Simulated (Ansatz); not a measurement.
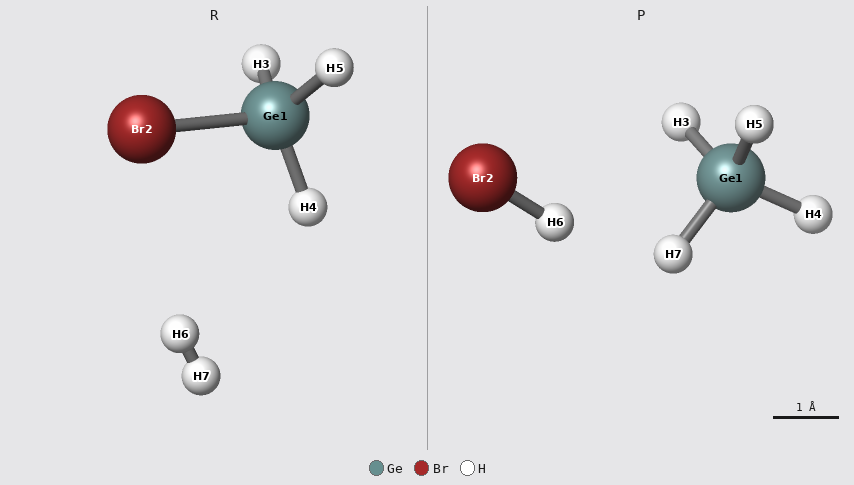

Reactant (R) and product (P) of one elementary step of GeH5Br. A ball-and-stick model, seen at a tilt.

Stationary points at PBE0-D4/def2-TZVP, single-point energies with CCSD(T)/CBS, PBE-D4, SPW92 (LDA) (def2-TZVPP where no basis is named; Ansatz 0.2.0). The energies are electronic, without zero-point or thermal terms, and both ends are the minima reached downhill from the saddle, with any fragments still in contact. CCSD(T)/CBS stands for a frozen-core estimate: MP2 correlation extrapolated from def2-TZVPP and def2-QZVPP, CCSD(T) minus MP2 from the smaller set.

R:
```xyz
7

Ge   -0.3462   -1.1517   -0.0004
Br    1.8294   -0.5076    0.4361
H    -0.3042   -2.0828   -1.2156
H    -1.1444    0.1227   -0.2888
H    -0.8607   -1.8739    1.2482
H     0.6454    2.4627   -0.0200
H     0.1806    3.0305   -0.1596
```

P:
```xyz
7

Ge   -0.9937   -0.3034   -0.2037
Br    3.1274    0.5108    0.6736
H    -0.3449   -1.1758   -1.2838
H    -2.4582   -0.0218   -0.5584
H    -0.9025   -0.9970    1.1597
H     1.8132    0.9477    0.3428
H    -0.2414    1.0394   -0.1302
```

Q: Predict the saddle point between them and the barrier.

A: Counted by bonded pieces, R holds GeH₃Br + H₂ and P holds GeH₄ + HBr. From R over the saddle to P, bonds form: Ge1–H7 (4.22 → 1.84 → 1.54 Å), Br2–H6 (3.23 → 1.94 → 1.42 Å). Bonds break: Ge1–Br2 (2.31 → 2.81 → 4.29 Å), H6–H7 (0.75 → 0.87 → 2.11 Å). The saddle has one imaginary mode, 908i cm⁻¹. With CCSD(T)/CBS the barrier is 229.0 kJ/mol from R and 172.5 kJ/mol from P, and P lies 56.4 kJ/mol above R.

| level | barrier from R (kJ/mol) | barrier from P (kJ/mol) | P less R (kJ/mol) |
| --- | --- | --- | --- |
| CCSD(T)/CBS | 229.0 | 172.5 | 56.4 |
| PBE-D4 | 194.6 | 139.1 | 55.6 |
| SPW92 (LDA) | 168.5 | 125.4 | 43.1 |

Against CCSD(T)/CBS, PBE-D4 comes closest on the barrier from R (−34.4 kJ/mol) and SPW92 (LDA) misses most (−60.5 kJ/mol).

Saddle geometry:

```xyz
7

Ge   -0.4897   -0.4057   -0.0815
Br    2.2362   -0.0806    0.5159
H     0.0118   -1.1945   -1.2818
H    -1.8613    0.2274   -0.4395
H    -0.5788   -1.0054    1.3137
H     0.7383    1.0793    0.0884
H    -0.0566    1.3794   -0.1151
```

The saddle point in the same view, with dashed sticks for the bonds that form or break:

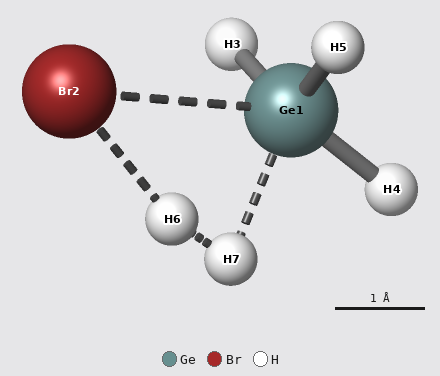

Limits of the set-up: the start holds two separate molecules, 3.0 Å apart at their closest, whose relative position is a soft coordinate.
